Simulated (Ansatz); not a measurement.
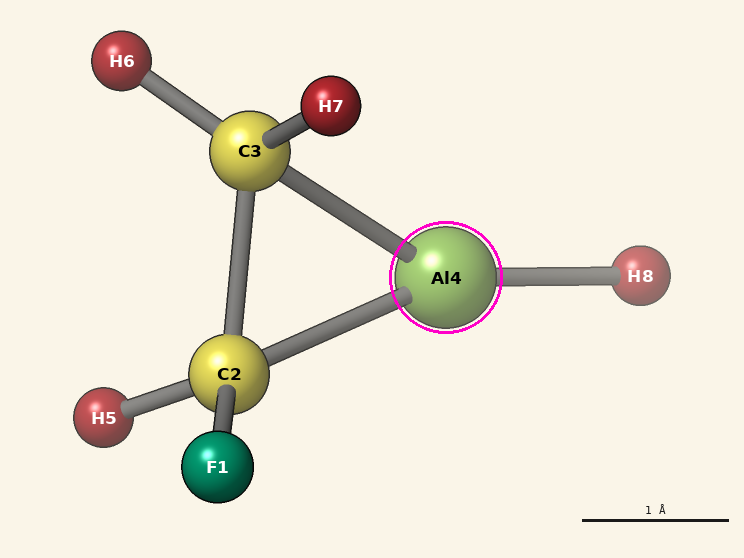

Orthographic view. Atoms fade into the background with distance from the viewer. The computed structure is the end point of a PBE0-D4/def2-TZVP optimisation. No frequency run is at hand to confirm it as a minimum.

Question: Name the neighbours of the circled atom.

Answer: The circled atom is Al4; it is bonded to C2, C3, H8.

Question: Of C3 and H7, which is nearer the viewer?

Answer: H7; the bond to C3 points away from the viewer, so it looks shorter than its 1.10 Å.

Question: Which atom is farthest from the viewer?

Answer: H8, 1.7 Å behind the mean position.
